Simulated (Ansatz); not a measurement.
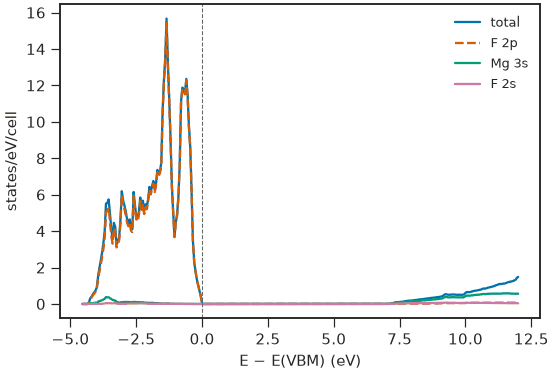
*Total and projected density of states of MgF₂ (rutile, P4_2/mnm), LDA (plane waves, PAW; program Ansatz)*

Q: Which orbitals carry the states next to the gap?

A: Top 1 eV of the valence band: F 2p 99 %. Bottom 1 eV of the conduction band: Mg 3s 72 %, F 2s 22 %. Projections are on Löwdin-orthogonalised atomic valence shells; empty p or d shells of many metals are not among them.

Q: Where is the tallest occupied peak in this window, and what makes it?

A: Near -1.3 eV, about 16 states/eV per cell; the largest projected share is F 2p.

The LDA relaxation kept the symmetry of its start.

Potentials: the earlier of the program's two PAW sets. The files were generated under PBE; for other functionals the program regenerates the frozen cores, and for LDA and PBEsol the local potential too.
